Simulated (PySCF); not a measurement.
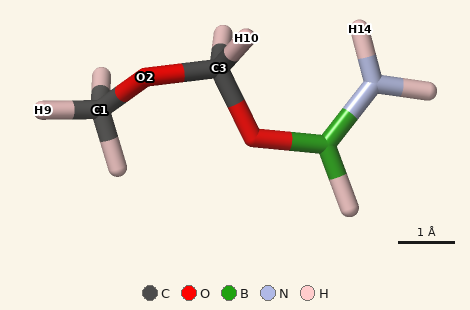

Fig. 1: The structure as given in the input (stick view, seen at a tilt; atoms are numbered from 1 in the order of the input).

Run report: C₂H₈BNO₂, NMR shielding calculation

The run: NMR shielding calculation of C₂H₈BNO₂. Method and program: GIAO B3LYP/pcSseg-1 NMR shielding, non-relativistic, gas phase (PySCF 2.14.0).

The geometry comes from this level: PBE0-D3(BJ)/def2-SVP. Figures and captions count atoms from 1; the log counts them from 0 in places.

Log:
```
coarse grid: 11456 points
cycle   1  E = -310.9243161287  dE =  7.180e-01  |g| = 8.832e-01  |ddm| = 3.050e+00
cycle   2  E = -310.7394110893  dE =  1.849e-01  |g| = 1.345e+00  |ddm| = 1.556e+00
cycle   3  E = -311.0624946229  dE = -3.231e-01  |g| = 1.194e-01  |ddm| = 1.029e+00
cycle   4  E = -311.0644412870  dE = -1.947e-03  |g| = 6.301e-02  |ddm| = 9.500e-02
cycle   5  E = -311.0651718652  dE = -7.306e-04  |g| = 1.498e-02  |ddm| = 4.083e-02
cycle   6  E = -311.0652152493  dE = -4.338e-05  |g| = 4.280e-03  |ddm| = 1.223e-02
cycle   7  E = -311.0652185929  dE = -3.344e-06  |g| = 1.187e-03  |ddm| = 3.166e-03
final grid: 110008 points
cycle   8  E = -311.1276740119  dE = -3.523e-05  |g| = 8.524e-03  |ddm| = 1.848e-02
cycle   9  E = -311.1276576091  dE =  1.640e-05  |g| = 1.257e-02  |ddm| = 1.094e-02
cycle  10  E = -311.1276882726  dE = -3.066e-05  |g| = 1.022e-03  |ddm| = 6.639e-03
cycle  11  E = -311.1276885020  dE = -2.294e-07  |g| = 2.007e-04  |ddm| = 9.012e-04
cycle  12  E = -311.1276885071  dE = -5.077e-09  |g| = 1.153e-04  |ddm| = 1.625e-04
cycle  13  E = -311.1276885094  dE = -2.252e-09  |g| = 2.317e-05  |ddm| = 7.651e-05
cycle  14  E = -311.1276885095  dE = -9.697e-11  |g| = 6.119e-06  |ddm| = 1.860e-05
```

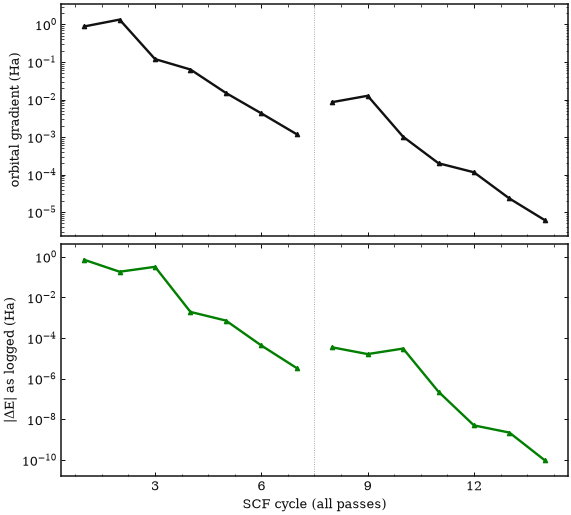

Fig. 2: Convergence of the self-consistent field: orbital gradient and size of the energy change against the SCF cycle. The dotted line marks the change from a coarse to the final integration grid. The first 7 cycles use a coarse grid, the final grid takes over at cycle 8, and the field converges after 14 cycles in all.

```
converged SCF energy = -311.1276885095

GIAO shielding tensors (ppm)
atom      isotropic    diamagn.    paramagn.     s11        s22        s33       span
  0 C      122.604     244.663    -122.060     85.999    106.229    175.582     89.583
  1 O      280.006     393.571    -113.564    220.451    295.125    324.443    103.991
  2 C       86.165     243.836    -157.671     62.641     82.877    112.978     50.337
  3 O      182.964     398.181    -215.217     87.918    204.761    256.213    168.296
  4 B       72.857     195.895    -123.038     46.074     74.416     98.081     52.007
  5 N      184.465     318.896    -134.431    119.844    210.680    222.870    103.027
  6 H       27.435      30.198      -2.763     23.123     26.422     32.760      9.637
  7 H       28.642      29.923      -1.281     25.491     26.357     34.079      8.589
  8 H       27.797      27.557       0.240     24.191     25.737     33.462      9.271
  9 H       26.293      29.905      -3.613     21.386     27.811     29.682      8.296
 10 H       26.792      32.819      -6.028     21.925     28.733     29.716      7.791
 11 H       27.289      30.291      -3.002     24.459     27.300     30.108      5.649
 12 H       28.728      29.257      -0.529     24.020     25.170     36.992     12.972
 13 H       29.051      32.854      -3.803     23.287     27.279     36.586     13.298
```

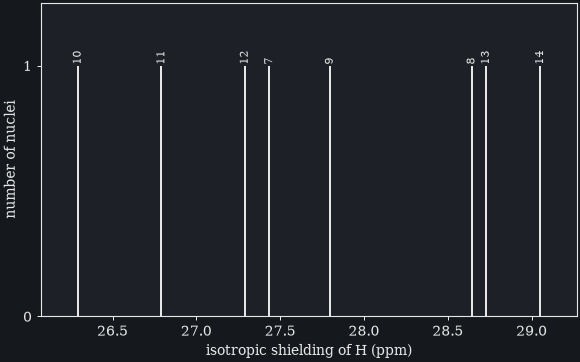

Fig. 3: Isotropic shieldings of the hydrogen nuclei in this fixed geometry, labelled by atom number; shielding grows to the right, so chemical shift grows to the left. The least shielded is H10 (26.3 ppm), the most shielded H14 (29.1 ppm).

The run was set up as follows.

The input:
```
{"job": {"kind": "nmr", "xc": "B3LYP", "basis": "pcSseg-1", "pop": false}, "charge": 0, "multiplicity": 1}
C     -2.317494     0.137140    -0.646375
O     -1.533912     1.274540    -0.409089
C     -0.190828     1.017636    -0.296001
O      0.070460     0.227922     0.825975
B      1.328609    -0.184733     1.164279
N      2.478221     0.147063     0.427765
H     -2.279016    -0.570172     0.198608
H     -1.991241    -0.394383    -1.562233
H     -3.353312     0.474242    -0.785196
H      0.307360     1.999818    -0.206317
H      0.189313     0.498798    -1.206716
H      1.430666    -0.871257     2.154318
H      3.391047    -0.178090     0.711859
H      2.494545     0.714814    -0.408292
```

The first line tells a small driver script what to run in PySCF; the rest is the geometry in Å.

Run as:
```bash
OMP_NUM_THREADS=1 python <driver script> task.json out
```

Results in brief:

- outcome: converged
- total energy: −311.127689 hartree
- HOMO: −7.53 eV
- LUMO: 0.87 eV
- dipole moment: 2.66 D
- isotropic shielding, C: 86.2 to 122.6 ppm
- isotropic shielding, O: 183.0 to 280.0 ppm
- isotropic shielding, B: 72.9 ppm
- isotropic shielding, N: 184.5 ppm
- isotropic shielding, H: 26.3 to 29.1 ppm
- hardware: 1 CPU thread, shared host
- wall time: 21 s
- peak memory: 0.72 GiB
